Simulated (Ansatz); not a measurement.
**Quasiparticle gap of Na3MoO4Cl (P4/nmm)**

How far does one-shot GW move the HSE06 gap of Na3MoO4Cl (P4/nmm)?

Program: Ansatz 0.2.0. Level of theory: HSE06, then G0W0 on it, plane waves, PAW. Results are calculated unless marked as measured.

### 1. Starting point

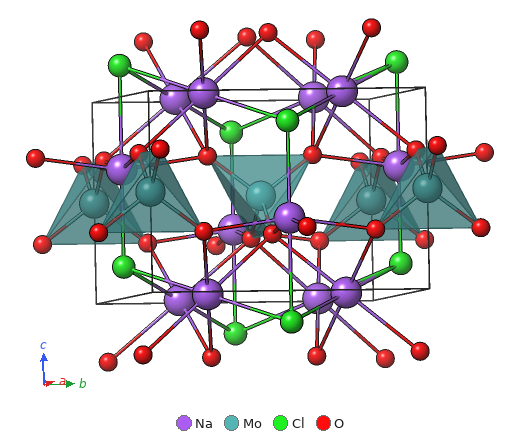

Start, viewed slightly off an axis; sodium purple, molybdenum teal, chlorine green, oxygen red. Some periodic images of atoms are drawn too.

Geometry: measured cell, ions relaxed with PBE. The runs that relaxed it are not among those shown.

The logs state that the PAW files were generated under PBE.

### 2. HSE06 levels on the mesh and at listed points

HSE06 mixes in a quarter of exact exchange at short range.

This step: DFT, HSE06, plane waves, PAW; PAW set soft_1.

input.yaml

```yaml
crystal:
  lattice:
    - [7.4942, 0.0, 0.0]
    - [0.0, 7.4942, 0.0]
    - [0.0, 0.0, 5.3409]
  atoms:
    - { symbol: Na, position: [0.75, 0.75, 0.0] }
    - { symbol: Na, position: [0.75, 0.25, 0.0] }
    - { symbol: Na, position: [0.25, 0.25, 0.0] }
    - { symbol: Na, position: [0.25, 0.75, 0.0] }
    - { symbol: Na, position: [0.5, 0.0, 0.6389095619] }
    - { symbol: Na, position: [0.0, 0.5, 0.3610904381] }
    - { symbol: Mo, position: [0.0, 0.0, 0.5] }
    - { symbol: Mo, position: [0.5, 0.5, 0.5] }
    - { symbol: Cl, position: [0.5, 0.0, 0.155433647] }
    - { symbol: Cl, position: [0.0, 0.5, 0.844566353] }
    - { symbol: O, position: [0.810272275, 0.0, 0.7004856242] }
    - { symbol: O, position: [0.5, 0.310272275, 0.7004856242] }
    - { symbol: O, position: [0.189727725, 0.0, 0.7004856242] }
    - { symbol: O, position: [0.5, 0.689727725, 0.7004856242] }
    - { symbol: O, position: [0.310272275, 0.5, 0.2995143758] }
    - { symbol: O, position: [0.0, 0.189727725, 0.2995143758] }
    - { symbol: O, position: [0.689727725, 0.5, 0.2995143758] }
    - { symbol: O, position: [0.0, 0.810272275, 0.2995143758] }
kpoints:
  mp_grid: { grid: [2, 2, 4] }
  band_path:
    path:
      - [0.0, 0.0, 0.0]
      - [0.0, 0.5, 0.0]
      - [0.5, 0.5, 0.0]
      - [0.0, 0.0, 0.5]
      - [0.0, 0.5, 0.5]
      - [0.5, 0.5, 0.5]
    npoints: 1
hamiltonian:
  xc: hse06
  pseudopotentials: { kind: paw, azcp: { folder: soft_1 } }
scf:
  occupations: { method: fixed }
  n_extra_bands: 10
output:
  eigenvalues: true
```

On the command line:

```console
$ ansatz run input.yaml --threads 2 --pin off --max-ram 92160MiB --backend cuda --events-out ev --progress --plain --runs-dir out --devices 1 --max-vram 13GiB
```

Numbers of over 12 decimals in the logs are rounded to 6 here.

Output:

```text
scf.n_extra_bands = 10 over 72 filled bands (N_el = 144.0): the run solves 82 bands
GPUs: using 1 of 1 available (devices: 1).
Engine: ansatz 0.2.0, x86_64-unknown-linux-gnu
Pseudopotentials: kind: paw
Pseudopotential: Na, paw, valence charge 9, recommended cutoff 420 eV (normal), soft_1/Na.paw.azcp
Pseudopotential: Mo, paw, valence charge 14, recommended cutoff 420 eV (normal), soft_1/Mo.paw.azcp
Pseudopotential: Cl, paw, valence charge 7, recommended cutoff 420 eV (normal), soft_1/Cl.paw.azcp
Pseudopotential: O, paw, valence charge 6, recommended cutoff 420 eV (normal), soft_1/O.paw.azcp
Functional definition: HSE06
  parameter a = 0.25
  parameter omega = 0.11/bohr
  exchange = pbe_x - a*pbe_x_sr(omega) + a*exact_x_sr(omega)
  correlation = pbe_c
davidson cushion auto → on  (no smearing: the cushion is to keep the highest requested band from converging to the state above it; pin scf.eigensolver.cushion to override)
device memory: the entry about to start is reckoned to put 3.2 GiB on a device that reports 44.9 GiB free (of which the cap on the GPU budget leaves the run 13.0 GiB)
GPU FFT provider: cuFFT
GPU libraries: cuBLAS 13.8.2, cuFFT 12.4.0, cuSOLVER 12.3.4
Crystal: 18 atoms, lattice volume = 299.961 Å³
Basis set: ecut = 420 eV, 5889 PW (Γ)
Bands: 82, of which v1, the nominal top of the filled ones, is band 72 counted from 1 (71 counted from 0)
Symmetry: 16 space group operations
Space group: P4/nmm (ITA 129), of the structure as read, at distance tolerance 6.7e-5 Å
k-points: 9 of 16
Non-local potential: Na, projectors of the file, l = 0: 3, l = 1: 2, l = 2: 1
Non-local potential: Mo, projectors of the file, l = 0: 3, l = 1: 2, l = 2: 2, l = 3: 1
Non-local potential: Cl, projectors of the file, l = 0: 2, l = 1: 2, l = 2: 1
Non-local potential: O, projectors of the file, l = 0: 2, l = 1: 2, l = 2: 1
PAW form: soft (Blöchl's): semilocal exchange-correlation on the pseudo side does not see the compensation charge
PAW frozen core: Na, regenerated for the run's functional, and the local potential with it (the file was generated under x = pbe(κ = 0.804, μ = 0.219515), c = pbe(β = 0.066725))
PAW frozen core: Mo, regenerated for the run's functional, and the local potential with it (the file was generated under x = pbe(κ = 0.804, μ = 0.219515), c = pbe(β = 0.066725))
PAW frozen core: Cl, regenerated for the run's functional, and the local potential with it (the file was generated under x = pbe(κ = 0.804, μ = 0.219515), c = pbe(β = 0.066725))
PAW frozen core: O, regenerated for the run's functional, and the local potential with it (the file was generated under x = pbe(κ = 0.804, μ = 0.219515), c = pbe(β = 0.066725))
PAW one-centre angular grid: Na, 110 points (default); XC on 96 Gauss nodes
PAW one-centre angular grid: Mo, 590 points (default); XC on 64 Gauss nodes
PAW one-centre angular grid: Cl, 110 points (default); XC on 64 Gauss nodes
PAW one-centre angular grid: O, 110 points (default); XC on 96 Gauss nodes
Initial density: superposition of atomic densities (chi_scale 0.1, normalization cell, long waves kept (reshape's long-wave potential 0.04 eV rms))
Initial wavefunctions: pseudopotential atomic-orbital guess
GPU buffer pool allocated for 104976 grid points (all kernels)
GPU transforms: local potential and band sums: pruned to the plane-wave sphere, on 54×54×36
Functional: x = pbe(κ = 0.804, μ = 0.219515), c = pbe(β = 0.066725), warm-up for x = pbe(κ = 0.804, μ = 0.219515) + 0.25 (exact − pbe) at short range (hse, ω = 0.207870 Å⁻¹), c = pbe(β = 0.066725); HSE06 as pw.x's `hse` composes it (authors' and Libxc's form: `xc: wpbeh`)
SCF iter   1: F=—  HF=-25559.241191 eV  |F-HF|=—  |Δ(HF+E_count)|=         —  Δρ=1.03e-1  dr2=4.82e1  ethr=1.00e-1  ⟨swp⟩=4.8  Hψ=2114  notcnv=0
preconditioner: auto → none  [insulator: Δε(μ)=4.501 eV  Ē_g=11.864 eV  n_scr=68 (ndim 8)  ℏωp=19.2 eV  f_vac=0.000]
SCF iter   2: F=—  HF=-25560.806093 eV  |F-HF|=—  |Δ(HF+E_count)|=    1.56e0  Δρ=1.48e-1  dr2=1.00e2  ethr=3.35e-2  ⟨swp⟩=4.0  Hψ=2265  notcnv=0
iter 3 solved again at ethr=9.75e-4 eV; its pass at ethr=3.35e-2 eV (dr2=1.40e0 eV) is discarded
SCF iter   3: F=—  HF=-25546.201308 eV  |F-HF|=—  |Δ(HF+E_count)|=    1.46e1  Δρ=2.56e-2  dr2=1.34e0  ethr=9.75e-4  ⟨swp⟩=3.1  Hψ=3587  notcnv=0
SCF iter   4: F=—  HF=-25546.047217 eV  |F-HF|=—  |Δ(HF+E_count)|=   1.54e-1  Δρ=1.23e-2  dr2=4.59e-1  ethr=9.31e-4  ⟨swp⟩=3.0  Hψ=1823  notcnv=0
SCF iter   5: F=—  HF=-25546.020863 eV  |F-HF|=—  |Δ(HF+E_count)|=   2.64e-2  Δρ=2.87e-3  dr2=4.08e-2  ethr=3.19e-4  ⟨swp⟩=3.0  Hψ=1783  notcnv=0
SCF iter   6: F=—  HF=-25546.017857 eV  |F-HF|=—  |Δ(HF+E_count)|=   3.01e-3  Δρ=1.21e-3  dr2=5.92e-3  ethr=2.83e-5  ⟨swp⟩=3.0  Hψ=1716  notcnv=0
SCF iter   7: F=-25546.017184 eV  HF=-25546.017408 eV  |F-HF|=2.24e-4  |Δ(HF+E_count)|=   4.50e-4  Δρ=2.73e-4  dr2=2.92e-4  ethr=4.11e-6  ⟨swp⟩=3.0  Hψ=1730  notcnv=0
SCF 1 stopped early in 7 iterations: F = -25546.017184 eV  dr2 = 2.92e-4
  greatest PAW one-centre occupation: 0.999 electrons in one spin orbital (limit 2), on the Na atom at site 5 (counted from 0), in its partial waves of l = 0
device memory: the entry about to start is reckoned to put 4.2 GiB (of the 4.2 GiB reckoned in all, the device holds 0.1 GiB already) on a device that reports 40.5 GiB free (of which the cap on the GPU budget leaves the run 12.9 GiB)
GPU FFT provider: cuFFT
GPU libraries: cuBLAS 13.8.2, cuFFT 12.4.0, cuSOLVER 12.3.4
Initial density: handed on by an earlier stage of this run
Initial wavefunctions: those handed on with the density
GPU buffer pool allocated for 104976 grid points (all kernels)
GPU transforms: local potential and band sums: pruned to the plane-wave sphere, on 54×54×36
Functional: x = pbe(κ = 0.804, μ = 0.219515) + 0.25 (exact − pbe) at short range (hse, ω = 0.207870 Å⁻¹), c = pbe(β = 0.066725); HSE06 as pw.x's `hse` composes it (authors' and Libxc's form: `xc: wpbeh`)
Exchange kernel: α = 0.2500, screened, ω = 0.2079 Å⁻¹, Wigner–Seitz truncation, v(0) = 1033.7271 eV·Å³, q-mesh 2×2×4, nearest image of the exchange supercell L = 14.99 Å, pair-density grid 40×40×25, without the augmentation charges, whose exchange is taken in its separable form by FFT convolution over the k-point mesh (sized by the pseudopotential files, 54×54×36 at the most), smooth part of the exact exchange by density-matrix convolution in up to 4.99 GiB of GPU memory as planned if the GPU has room (build and FFT work areas not counted)
Frozen-core exchange: fock
SCF iter   1: F=—  HF=-25549.824712 eV  |F-HF|=—  |Δ(HF+E_count)|=         —  Δρ=1.42e-2  dr2=1.09e0  ethr=2.03e-6  ⟨swp⟩=7.3  Hψ=3608  notcnv=0
preconditioner: auto → none  [insulator: Δε(μ)=6.146 eV  Ē_g=18.088 eV  n_scr=68 (ndim 8)  ℏωp=23.1 eV  f_vac=0.138]
SCF iter   2: F=—  HF=-25549.600558 eV  |F-HF|=—  |Δ(HF+E_count)|=   2.24e-1  Δρ=3.84e-3  dr2=7.18e-2  ethr=2.03e-6  ⟨swp⟩=5.2  Hψ=3098  notcnv=0
[...]
SCF iter   4: F=—  HF=-25549.628968 eV  |F-HF|=—  |Δ(HF+E_count)|=   2.60e-3  Δρ=2.20e-4  dr2=4.59e-4  ethr=2.03e-6  ⟨swp⟩=3.1  Hψ=2060  notcnv=0
SCF iter   5: F=—  HF=-25549.631495 eV  |F-HF|=—  |Δ(HF+E_count)|=   2.53e-3  Δρ=7.12e-4  dr2=2.16e-3  ethr=5.72e-8  ⟨swp⟩=4.8  Hψ=2621  notcnv=0
SCF iter   6: F=—  HF=-25549.631116 eV  |F-HF|=—  |Δ(HF+E_count)|=   3.79e-4  Δρ=2.23e-4  dr2=2.84e-4  ethr=5.72e-8  ⟨swp⟩=4.0  Hψ=2385  notcnv=0
SCF iter   7: F=-25549.631049 eV  HF=-25549.631058 eV  |F-HF|=9.65e-6  |Δ(HF+E_count)|=   5.74e-5  Δρ=4.79e-5  dr2=2.77e-5  ethr=5.72e-8  ⟨swp⟩=3.9  Hψ=1934  notcnv=0
SCF 2 stopped early in 7 iterations: F = -25549.631049 eV  dr2 = 2.77e-5
  greatest PAW one-centre occupation: 0.999 electrons in one spin orbital (limit 2), on the Mo atom at site 7 (counted from 0), in its partial waves of l = 0
hybrid outer 1: dexx = +5.156e-2 eV, tail = 2.07e-4 eV
GPU FFT provider: cuFFT
GPU libraries: cuBLAS 13.8.2, cuFFT 12.4.0, cuSOLVER 12.3.4
GPU buffer pool allocated for 104976 grid points (all kernels)
GPU transforms: local potential and band sums: pruned to the plane-wave sphere, on 54×54×36
Exchange kernel: α = 0.2500, screened, ω = 0.2079 Å⁻¹, Wigner–Seitz truncation, v(0) = 1033.7271 eV·Å³, q-mesh 2×2×4, nearest image of the exchange supercell L = 14.99 Å, pair-density grid 40×40×25, without the augmentation charges, whose exchange is taken in its separable form by FFT convolution over the k-point mesh (sized by the pseudopotential files, 54×54×36 at the most), smooth part of the exact exchange by density-matrix convolution in up to 4.99 GiB of GPU memory as planned if the GPU has room (build and FFT work areas not counted)
Frozen-core exchange: fock
SCF iter   1: F=—  HF=-25549.630097 eV  |F-HF|=—  |Δ(HF+E_count)|=         —  Δρ=9.12e-5  dr2=1.83e-5  ethr=7.20e-7  ⟨swp⟩=3.0  Hψ=1683  notcnv=0
preconditioner: auto → none  [insulator: Δε(μ)=5.802 eV  Ē_g=17.740 eV  n_scr=68 (ndim 8)  ℏωp=23.1 eV  f_vac=0.151]
SCF iter   2: F=—  HF=-25549.630095 eV  |F-HF|=—  |Δ(HF+E_count)|=   1.60e-6  Δρ=3.34e-5  dr2=4.52e-6  ethr=1.09e-8  ⟨swp⟩=4.0  Hψ=2334  notcnv=0
SCF iter   3: F=—  HF=-25549.630097 eV  |F-HF|=—  |Δ(HF+E_count)|=   2.08e-6  Δρ=2.60e-5  dr2=2.77e-6  ethr=2.83e-9  ⟨swp⟩=3.4  Hψ=1678  notcnv=0
SCF iter   4: F=—  HF=-25549.630097 eV  |F-HF|=—  |Δ(HF+E_count)|=   4.98e-7  Δρ=8.40e-6  dr2=4.37e-7  ethr=1.84e-9  ⟨swp⟩=3.0  Hψ=1662  notcnv=0
iter 5 solved again at ethr=1.18e-12 eV; its pass at ethr=2.20e-10 eV (dr2=1.70e-9 eV) is discarded
SCF iter   5: F=-25549.630096 eV  HF=-25549.630096 eV  |F-HF|=1.36e-9  |Δ(HF+E_count)|=   5.79e-8  Δρ=8.48e-7  dr2=4.39e-8  ethr=3.53e-12 (applied; sched 1.18e-12)  ⟨swp⟩=4.0  Hψ=4042  notcnv=0
SCF 3 converged in 5 iterations: F = -25549.630096 eV  dr2 = 4.39e-8
hybrid outer 2: dexx = +2.497e-6 eV, tail = 1.41e-7 eV, Δε = 3.52e-3 eV (about 1.20e-4 eV left of the loop's levels)
device memory: the entry about to start is reckoned to put 1.6 GiB on a device that reports 49.1 GiB free (of which the cap on the GPU budget leaves the run 13.0 GiB)
NSCF: frozen V_eff on 6 k-points
hybrid SCF converged: 2 outer / 12 inner (+7 warm-up), last move |dexx| = 2.50e-6 eV, tail = 1.41e-7 eV
Stability not checked: this state was not tested for a lower state beside it, because the functional holds exact exchange (a hybrid, or Hartree-Fock), whose exchange loop this test does not read (fock_operator; see scf.lower_state_search)
Free energy (F): -25549.630096 eV
Frozen-core exchange: fock
Harris-Foulkes:  -25549.630096 eV  (|F-HF|=1.36e-9)
Internal energy: -25549.630096 eV  (E = F + TS)
E sigma→0 (E₀):  -25549.630096 eV
Fermi energy:    1.236529 eV
--- Per-component energies (eV) ---
  E_band       = -2360.713191
  E_kinetic    = 3182.996686
  E_local      = -15686.577048  (includes V_loc(G=0)·N_el)
  E_nonlocal   = 2426.057962
  E_hartree    = 5505.656437
  E_xc         = -1095.545563
  E_vxc        = -1345.902770  (∫ρ·V_xc dr)
  E_exx        = -525.504093  (= α·E_x^exact, valence–valence)
  E_paw        = -10543.498171  (= ΣΔE_a)
  E_vpaw       = -897.599514  (= ΣTr[D̂ρ^β])
  E_aug_tail   = 0.006498  (compensation charges beyond the density's cutoff)
  E_ewald      = -8811.705256
  E_core_change = -1.517547  (= ΣΔE_core)
  E_smearing   = -0.000000  (= −TS)
  E_closure    = -0.000000  (closes the sum)
  Σ components = -25549.630096   (vs F -25549.630096, Δ=0.00e0)
--- Band table (eV; the first three rows and the last of 9) ---
  k-point 0: bands = [... 68 lower, 0.9119, 1.0873, 1.0873, 1.2195, 7.0396, 7.1025, 7.4193, 7.5901, ... 6 higher]
  k-point 1: bands = [... 68 lower, 1.0769, 1.1521, 1.1521, 1.2084, 7.1365, 7.3390, 7.5851, 7.6048, ... 6 higher]
  k-point 2: bands = [... 68 lower, 1.1965, 1.1972, 1.2305, 1.2305, 7.2347, 7.4802, 7.6193, 7.7294, ... 6 higher]
  k-point 8: bands = [... 68 lower, 1.0347, 1.0347, 1.2268, 1.2268, 7.3788, 7.3788, 7.6920, 7.6920, ... 6 higher]
```

Wall time 40 s (1 × NVIDIA H100 80GB HBM3 (shared by 6 runs) with 2 threads of AMD EPYC 7R13 (Zen 3), shared host); peak memory 1.6 GiB; 61 s of CPU time.

In the SCF lines HF is the Harris–Foulkes energy and dr2 the Hartree energy of the density residual, in eV; the loop may stop once dr2 is under the threshold and the program's other checks hold. Hψ counts applications of the Hamiltonian.

Numbers from this step:

```yaml
gap: 5.803 eV
valence_top_at: R
conduction_bottom_at: Γ
least_direct_gap: 5.820 eV
exact_exchange_fraction: 0.25
```

Over mesh and listed points the gap is 5.803 eV, from k = (0.000, 0.500, 0.500) to k = Γ. The least direct gap found is 5.820 eV, at k = Γ.

[end of part 1 of 2]

[Paths, hosts, dates, memory and timing lines, banners, echoed tables and standing remarks are left out of the program output.]

[Logs are printed without paths, hosts, clocks, repeated set-up lines and the standing remarks that a program may print on its own settings, such as how far it seeks lower states.]

[Runs of the session that timed out or met a known fault of the program may be left out.]

[Cells called generated may have been cut or substituted from an entry of the Crystallography Open Database or the Materials Project.]

[Hosts, paths, dates, database ids (printed as entryN), source tags and the programs' standing remarks are cut or masked in the printed files.]

[Where an RPA ε∞ is given, it is that of the G0W0 mesh and is not shown converged in it. Names of k-points follow the symmetry that the program found, which can be lower than the space group named. Band edges on a path are those of the sampled points; other points can move an edge, and change direct to indirect where valleys lie close.]

[Hybrid gaps are those of their k-mesh and are not shown converged in it.]
